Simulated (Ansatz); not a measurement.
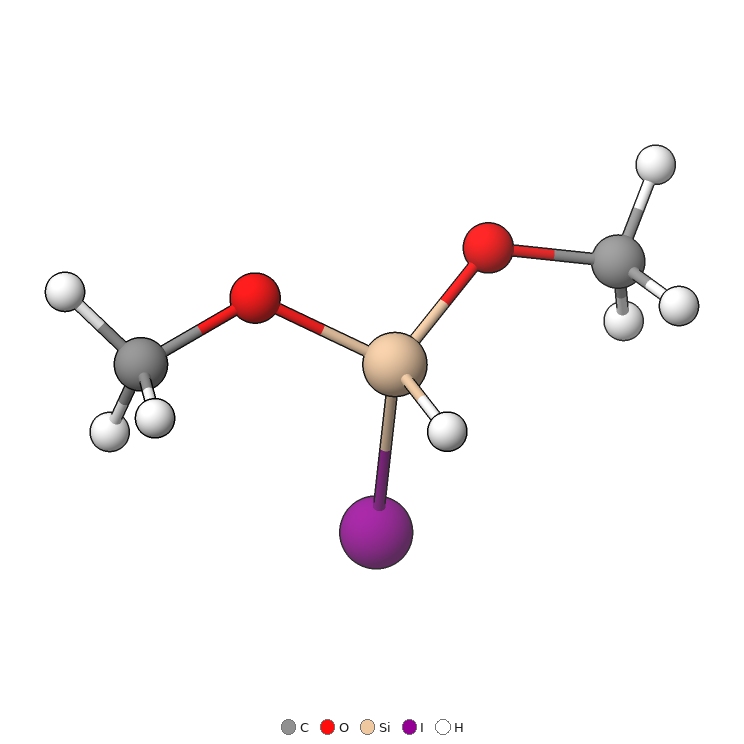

The geometry was computed by an optimisation with PBE0-D4/def2-TZVP. No frequency run is at hand to confirm it as a minimum.

Give the structural formula.

SMILES: CO[SiH](I)OC

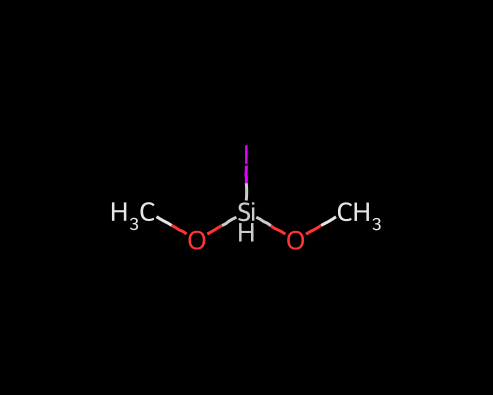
